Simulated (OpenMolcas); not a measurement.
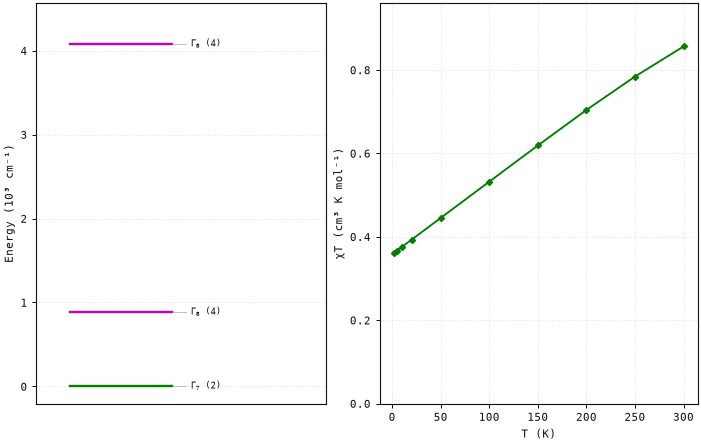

Levels of a 3d ion of charge +2 as a dopant in CaF₂, a cluster with its 8 nearest F⁻ at 2.170 Å (cube) embedded in model potentials and point charges; the geometry was set, not optimised. Labels give the representation in O, Td, D4 or D3 as the site allows (double group for half-integer spin) where it could be assigned and, in brackets, the degeneracy; spin-free states, where drawn, share the zero of the spin-orbit levels. Computed with OpenMolcas: state-averaged CASSCF, the open shell active, basis ANO-RCC-VTZP on the metal and ANO-RCC-VDZP on the ligands, DKH2 scalar Hamiltonian, spin-orbit coupling by RASSI with atomic mean-field integrals. Powder susceptibility by Van Vleck's formula.

Q: Which ion is the dopant?

A: Cu²⁺ (3d⁹). The ground level is Γ₇, a Kramers doublet, 100 % from states of spin multiplicity 2. Its principal g values are 1.95, 1.95 and 1.95, isotropic. The next level lies at 882 cm⁻¹ (Γ₈). χT is 0.362 cm³ K mol⁻¹ at 2 K and 0.856 at 300 K, an effective moment of 2.62 μB. The active orbitals hold 98 to 99 % metal character (Löwdin), and the Mulliken charge of the metal is +1.67.

Note: the geometry is set by hand, with no relaxation and no charge compensation.
